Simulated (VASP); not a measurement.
Energy against volume of PdIn (CsCl type). Computed with vdW-DF2, VASP's PBE PAW potentials (set 64) (plane waves; VASP 6.6.1).

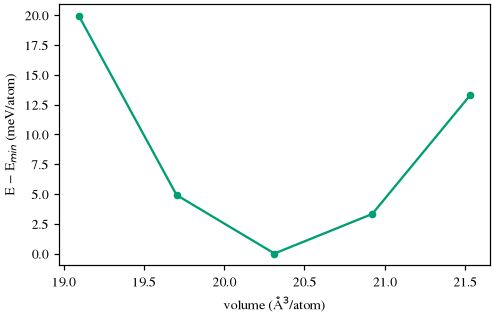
*Energy against volume*

Question: Estimate the equilibrium volume and the bulk modulus.

Answer: The minimum lies near 20.4 Å³/atom, and the curvature gives B0 of about 71 GPa.

The compound is PdIn in the CsCl type structure. It was relaxed first, which changed the volume by +19 %.
